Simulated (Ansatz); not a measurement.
## Run report: SiH₅SF, nudged elastic band

SiH₅SF, computed with RKS PBE0-D4/def2-SVP (Ansatz 0.2.0).

It belongs to a series of runs on one base structure; here: band between the two ends. Figures and captions count atoms from 1; the log counts them from 0 in places.

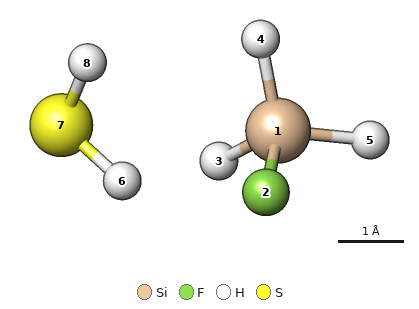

The structure as given in the input (ball-and-stick view, seen at a tilt; atoms are numbered from 1 in the order of the input). Bond lengths as drawn: F–Si 1.63 Å, H–S 1.35 Å and H–Si 1.49 Å.

Results in brief:

| quantity | value |
| --- | --- |
| outcome | converged |
| barrier, forward | 1.584 eV |
| barrier, backward | 1.097 eV |
| hardware | 2 threads of AMD EPYC (Zen 5), 16 GiB of memory available, shared host |
| wall time | 34 s (CPU time 63 s) |
| peak memory | 0.18 GiB |

Remarks:

The order of the saddle point was not checked.

Input file:
```yaml
crystal:
  periodic: [false, false, false]
  atoms:
    - { symbol: Si, position_ang: [-0.539513, 0.347833, -1.12526] }
    - { symbol: F, position_ang: [1.079965, 0.214216, -0.949774] }
    - { symbol: H, position_ang: [-1.147525, -1.006931, -1.064206] }
    - { symbol: H, position_ang: [-1.068406, 1.240879, -0.060108] }
    - { symbol: H, position_ang: [-0.777195, 0.958712, -2.46381] }
    - { symbol: H, position_ang: [1.365868, -0.833632, 1.06374] }
    - { symbol: S, position_ang: [0.478778, -1.083944, 2.050032] }
    - { symbol: H, position_ang: [0.608029, 0.162867, 2.549484] }
basis:
  gaussian: { orbitals: def2-SVP }
hamiltonian:
  xc: pbe0
  dispersion: d4
neb:
  order_check: false
  images: 5
  f_tol: 0.05
  max_iterations: 60
  final_atoms:
    - { symbol: Si, position_ang: [-0.88285368, 0.26130042, -0.34814027] }
    - { symbol: F, position_ang: [2.01347508, -0.8876222, -0.85911995] }
    - { symbol: H, position_ang: [-1.1042285, -0.96051312, -1.16278013] }
    - { symbol: H, position_ang: [-2.18697841, 0.9084397, -0.02432581] }
    - { symbol: H, position_ang: [0.00693747, 1.24016932, -1.0271042] }
    - { symbol: H, position_ang: [1.69194867, -0.86710941, 0.01797917] }
    - { symbol: S, position_ang: [0.05194558, -0.46003786, 1.47840101] }
    - { symbol: H, position_ang: [0.40975479, 0.76537315, 1.92518818] }
  initial_path:
    images:
      - { positions_ang: [[-0.539513, 0.347833, -1.12526], [1.079965, 0.214216, -0.949774], [-1.147525, -1.006931, -1.064206], [-1.068406, 1.240879, -0.060108], [-0.777195, 0.958712, -2.46381], [1.365868, -0.833632, 1.06374], [0.478778, -1.083944, 2.050032], [0.608029, 0.162867, 2.549484]] }
      - { positions_ang: [[-0.56754371, 0.29305112, -0.95904246], [1.12065881, -0.06035922, -0.92298209], [-1.10093998, -1.02373477, -1.13230236], [-1.34029771, 1.06881024, -0.06650397], [-0.48416005, 1.09490963, -1.99374068], [1.33632795, -0.83250444, 0.81240426], [0.37836762, -0.88055821, 1.92461296], [0.65758807, 0.34038566, 2.33765233]] }
      - { positions_ang: [[-0.59557443, 0.23826925, -0.79282491], [1.16135262, -0.33493445, -0.89619017], [-1.05435496, -1.04053854, -1.20039872], [-1.61218943, 0.89674148, -0.07289993], [-0.1911251, 1.23110725, -1.52367136], [1.30678791, -0.83137689, 0.56106853], [0.27795723, -0.67717242, 1.79919392], [0.70714715, 0.51790432, 2.12582065]] }
      - { positions_ang: [[-0.62360514, 0.18348737, -0.62660737], [1.20204643, -0.60950967, -0.86939826], [-1.00776994, -1.05734232, -1.26849508], [-1.88408114, 0.72467272, -0.0792959], [0.10190985, 1.36730488, -1.05360204], [1.27724786, -0.83024933, 0.30973279], [0.17754685, -0.47378663, 1.67377487], [0.75670622, 0.69542297, 1.91398898]] }
      - { positions_ang: [[-0.71002132, 0.20942506, -0.533785], [1.47252265, -0.70221384, -0.86597216], [-1.03992279, -1.02506592, -1.23325676], [-1.9850469, 0.78592838, -0.06097254], [0.07025239, 1.32492636, -1.04476943], [1.41548147, -0.84253602, 0.21248159], [0.13567976, -0.46920371, 1.60865025], [0.64105575, 0.7187397, 1.91772205]] }
      - { positions_ang: [[-0.7964375, 0.23536274, -0.44096264], [1.74299886, -0.79491802, -0.86254606], [-1.07207565, -0.99278952, -1.19801844], [-2.08601265, 0.84718404, -0.04264918], [0.03859493, 1.28254784, -1.03593681], [1.55371507, -0.85482272, 0.11523038], [0.09381267, -0.46462079, 1.54352563], [0.52540527, 0.74205642, 1.92145511]] }
      - { positions_ang: [[-0.88285368, 0.26130042, -0.34814027], [2.01347508, -0.8876222, -0.85911995], [-1.1042285, -0.96051312, -1.16278013], [-2.18697841, 0.9084397, -0.02432581], [0.00693747, 1.24016932, -1.0271042], [1.69194867, -0.86710941, 0.01797917], [0.05194558, -0.46003786, 1.47840101], [0.40975479, 0.76537315, 1.92518818]] }
```

Launch command:
```bash
ansatz run input.yaml --threads 2 --pin off --max-ram 3072MiB --backend cpu --events-out ev --progress --plain --runs-dir out
```

Log:
```
Engine: ansatz 0.2.0, x86_64-unknown-linux-gnu
Functional definition: PBE0
  parameter a = 0.25
  parameter kappa = 0.804
  parameter beta = 0.06672455060314922
  exchange = (1 - a)*pbe_x(kappa = kappa, mu = beta*pi^2/3) + a*exact_x
  correlation = pbe_c(beta = beta)
763 factors; integrals over basis functions are off by at most 4.7e-4 eV
mean field evaluation 1: about -21493.2914 eV, gradient 2.7e1 eV
mean field evaluation 2: about -21492.2520 eV, gradient 3.9e1 eV
mean field evaluation 4: about -21494.4854 eV, gradient 7.2e-1 eV
mean field evaluation 8: about -21494.4924 eV, gradient 2.8e-3 eV
mean field -21494.49235369 eV, -789.9080245080 hartree, gradient 6.2e-5 eV, S^2 0.000000; 0 other end points of the search recorded, 0 dependent functions left out
the calculation of the forces begins
reference -21494.49237820 eV, -789.9080254087 hartree; 22, 22 occupied and 53, 53 virtual orbitals, 763 factors
765 factors; integrals over basis functions are off by at most 1.1e-3 eV
mean field evaluation 16: about -21493.9849 eV, gradient 5.5e-1 eV
mean field -21493.99395940 eV, -789.8897088556 hartree, gradient 5.3e-5 eV, S^2 0.000000; 0 other end points of the search recorded, 0 dependent functions left out
[... from here on the field's lines of each further geometry are left out, up to the last ...]
NEB iter   1: max|band force component| = 4.099e0 eV/Å  barrier→ = 2.4940 eV  barrier← = 2.0072 eV  Δτ_max = 0.1970 Å  (163 SCF iters)
NEB iter   2: max|band force component| = 1.668e0 eV/Å  barrier→ = 1.7028 eV  barrier← = 1.2161 eV  Δτ_max = 0.1954 Å  (139 SCF iters)
NEB iter   3: max|band force component| = 1.797e0 eV/Å  barrier→ = 1.7229 eV  barrier← = 1.2362 eV  Δτ_max = 0.1945 Å  (133 SCF iters)
NEB iter   4: max|band force component| = 1.344e0 eV/Å  barrier→ = 1.6433 eV  barrier← = 1.1566 eV  Δτ_max = 0.1939 Å  (133 SCF iters)
NEB iter   5: max|band force component| = 1.655e0 eV/Å  barrier→ = 1.5152 eV  barrier← = 1.0285 eV  Δτ_max = 0.1004 Å  (134 SCF iters)
NEB iter   6: max|band force component| = 1.281e0 eV/Å  barrier→ = 1.4726 eV  barrier← = 0.9858 eV  Δτ_max = 0.1013 Å  (123 SCF iters)
NEB iter   7: max|band force component| = 4.807e-1 eV/Å  barrier→ = 1.4243 eV  barrier← = 0.9375 eV  CI = image 4  Δτ_max = 0.2000 Å  (135 SCF iters)
NEB iter   8: max|band force component| = 4.995e-1 eV/Å  barrier→ = 1.5376 eV  barrier← = 1.0509 eV  CI = image 4  Δτ_max = 0.1006 Å  (131 SCF iters)
NEB iter   9: max|band force component| = 3.728e-1 eV/Å  barrier→ = 1.5767 eV  barrier← = 1.0900 eV  CI = image 4  Δτ_max = 0.1161 Å  (133 SCF iters)
NEB iter  10: max|band force component| = 2.733e-1 eV/Å  barrier→ = 1.5939 eV  barrier← = 1.1072 eV  CI = image 4  Δτ_max = 0.0691 Å  (132 SCF iters)
NEB iter  11: max|band force component| = 1.902e-1 eV/Å  barrier→ = 1.5888 eV  barrier← = 1.1021 eV  CI = image 4  Δτ_max = 0.0565 Å  (131 SCF iters)
NEB iter  12: max|band force component| = 8.061e-2 eV/Å  barrier→ = 1.5867 eV  barrier← = 1.0999 eV  CI = image 4  Δτ_max = 0.0237 Å  (132 SCF iters)
NEB iter  13: max|band force component| = 5.496e-2 eV/Å  barrier→ = 1.5850 eV  barrier← = 1.0982 eV  CI = image 4  Δτ_max = 0.0109 Å  (127 SCF iters)
NEB iter  14: max|band force component| = 3.460e-2 eV/Å  barrier→ = 1.5845 eV  barrier← = 1.0977 eV  CI = image 4  Δτ_max = 0.0069 Å  (106 SCF iters)
the calculation of the forces begins
reference -21493.71063178 eV, -789.8792967575 hartree; 22, 22 occupied and 53, 53 virtual orbitals, 765 factors
765 factors; integrals over basis functions are off by at most 1.1e-3 eV
mean field -21492.89143670 eV, -789.8491918938 hartree, gradient 5.7e-5 eV, S^2 0.000000; 1 other end points of the search recorded, 0 dependent functions left out
the calculation of the forces begins
reference -21492.89145934 eV, -789.8491927256 hartree; 22, 22 occupied and 53, 53 virtual orbitals, 765 factors
NEB iter  15: max|band force component| = 3.034e-2 eV/Å  barrier→ = 1.5841 eV  barrier← = 1.0974 eV  CI = image 4  Δτ_max = 0.0000 Å  (142 SCF iters)
```

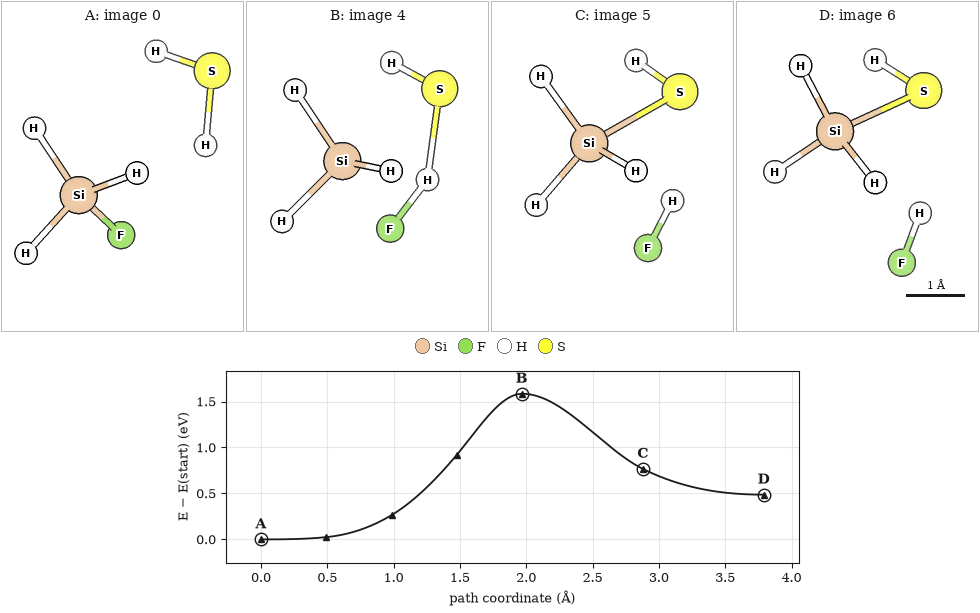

Images of the last band (counted from 0; ball-and-stick, seen at a tilt) above the energy along the path; the line is a cubic interpolation that uses the forces. The highest image is number 4, 1.584 eV above the start and 1.097 eV above the end (the climbing image); the end lies 0.487 eV above the start. The path is 3.79 Å long. The band converged in 15 iterations.

```
Total energy: -21493.01066972 eV, -789.8535736265 hartree
Atom 0 at    -0.521384     0.186851    -0.606291 Å, force     0.009019    -0.004030    -0.001444 eV/Å
Atom 1 at     1.385110    -0.223836    -0.697554 Å, force    -0.013817     0.000833    -0.027656 eV/Å
Atom 2 at    -1.153195    -1.070153    -1.081013 Å, force     0.008896     0.001802     0.002314 eV/Å
Atom 3 at    -1.485319     1.057960     0.139339 Å, force    -0.007250     0.001399     0.006031 eV/Å
Atom 4 at    -0.178958     1.057617    -1.775295 Å, force     0.004158     0.005266    -0.004928 eV/Å
Atom 5 at     1.305257    -0.622115     0.344213 Å, force    -0.011194    -0.008617     0.034970 eV/Å
Atom 6 at     0.184180    -0.784454     1.542247 Å, force     0.014015     0.007252    -0.009706 eV/Å
Atom 7 at     0.464309     0.398129     2.134452 Å, force    -0.003827    -0.003906     0.000419 eV/Å
Dipole moment:     0.046909     0.148083     0.132078 e Å
this run last wrote the band of iteration 15 to [file]; this run last wrote the band within `neb.f_tol` of iteration 14 to [file]
```

The last band as extended XYZ (Å, eV, eV/Å):
```
8
Properties=species:S:1:pos:R:3:forces:R:3 image=0 energy=-21494.59479
Si   -0.5395    0.3478   -1.1253   -0.0012  -0.0021  -0.0008
F     1.0800    0.2142   -0.9498    0.0001   0.0011   0.0003
H    -1.1475   -1.0069   -1.0642   -0.0005   0.0007  -0.0002
H    -1.0684    1.2409   -0.0601    0.0008   0.0004   0.0003
H    -0.7772    0.9587   -2.4638    0.0004   0.0001  -0.0002
H     1.3659   -0.8336    1.0637    0.0002   0.0002   0.0000
S     0.4788   -1.0839    2.0500    0.0003   0.0007   0.0008
H     0.6080    0.1629    2.5495   -0.0001  -0.0011  -0.0001
8
Properties=species:S:1:pos:R:3:forces:R:3 image=1 energy=-21494.56995
Si   -0.5074    0.3140   -1.0418   -0.0060   0.0196  -0.0435
F     1.1098    0.1280   -0.8683   -0.0129   0.0418  -0.0179
H    -1.1439   -1.0268   -1.1259    0.0060   0.0131  -0.0170
H    -1.0577    1.1094    0.0877    0.0360   0.0228  -0.0239
H    -0.6771    1.0700   -2.3116   -0.0634  -0.0060  -0.0654
H     1.3072   -0.9040    0.9834    0.0179  -0.0382   0.0635
S     0.4356   -1.0059    2.0097    0.0205  -0.0304   0.0652
H     0.5336    0.3154    2.2670    0.0019  -0.0227   0.0390
8
Properties=species:S:1:pos:R:3:forces:R:3 image=2 energy=-21494.33021
Si   -0.4715    0.2698   -0.9168   -0.0099   0.0967  -0.2872
F     1.1577    0.0082   -0.7979   -0.1277   0.2245  -0.0286
H    -1.1552   -1.0356   -1.1090    0.0280   0.0326  -0.0771
H    -1.1551    1.0523    0.1549    0.3062  -0.0075  -0.0066
H    -0.4506    1.1262   -2.1199   -0.3006   0.0577  -0.3579
H     1.2366   -0.8209    0.8086    0.0041  -0.1852   0.3572
S     0.3367   -0.9474    1.8163    0.1042  -0.1625   0.3337
H     0.5013    0.3474    2.1638   -0.0044  -0.0562   0.0664
8
Properties=species:S:1:pos:R:3:forces:R:3 image=3 energy=-21493.67298
Si   -0.4593    0.2212   -0.7598    0.2488   0.1011  -0.5738
F     1.2389   -0.0939   -0.7697   -0.5650   0.4675  -0.2636
H    -1.1474   -1.0523   -1.0934    0.0428   0.0191  -0.0370
H    -1.3378    1.0397    0.1563    0.5112  -0.1087   0.0162
H    -0.2740    1.1182   -1.9146   -0.3651   0.1995  -0.5283
H     1.2351   -0.7131    0.6174   -0.2685  -0.3195   1.0413
S     0.2694   -0.8772    1.6263    0.3430  -0.2884   0.3379
H     0.4750    0.3575    2.1377    0.0529  -0.0706   0.0072
8
Properties=species:S:1:pos:R:3:forces:R:3 image=4 energy=-21493.01065
Si   -0.5214    0.1869   -0.6063    0.0090  -0.0040  -0.0014
F     1.3851   -0.2238   -0.6976   -0.0138   0.0008  -0.0277
H    -1.1532   -1.0702   -1.0810    0.0089   0.0018   0.0023
H    -1.4853    1.0580    0.1393   -0.0073   0.0014   0.0060
H    -0.1790    1.0576   -1.7753    0.0042   0.0053  -0.0049
H     1.3053   -0.6221    0.3442   -0.0112  -0.0086   0.0350
S     0.1842   -0.7845    1.5422    0.0140   0.0073  -0.0097
H     0.4643    0.3981    2.1345   -0.0038  -0.0039   0.0004
8
Properties=species:S:1:pos:R:3:forces:R:3 image=5 energy=-21493.82753
Si   -0.7609    0.2047   -0.4320   -0.2229   0.0257   0.1547
F     1.8217   -0.4853   -0.7749    0.3941  -0.2174  -0.0935
H    -1.2555   -1.0479   -1.0612   -0.0867   0.0305   0.0006
H    -1.8384    1.0886    0.0718   -0.3295   0.0085  -0.0413
H    -0.0012    1.0000   -1.4382    0.1465  -0.0209   0.3278
H     1.5710   -0.6656    0.1208    0.2396  -0.0421  -0.2022
S     0.0690   -0.6249    1.4474   -0.0884   0.1218  -0.0908
H     0.3942    0.5304    2.0666   -0.0525   0.0940  -0.0554
8
Properties=species:S:1:pos:R:3:forces:R:3 image=6 energy=-21494.10804
Si   -0.8829    0.2613   -0.3481    0.0030  -0.0021   0.0029
F     2.0135   -0.8876   -0.8591    0.0026   0.0038  -0.0050
H    -1.1042   -0.9605   -1.1628   -0.0037  -0.0023  -0.0043
H    -2.1870    0.9084   -0.0243   -0.0001   0.0001  -0.0008
H     0.0069    1.2402   -1.0271   -0.0009   0.0013   0.0005
H     1.6919   -0.8671    0.0180   -0.0045  -0.0055   0.0076
S     0.0519   -0.4600    1.4784    0.0085   0.0207   0.0030
H     0.4098    0.7654    1.9252   -0.0049  -0.0160  -0.0038
```
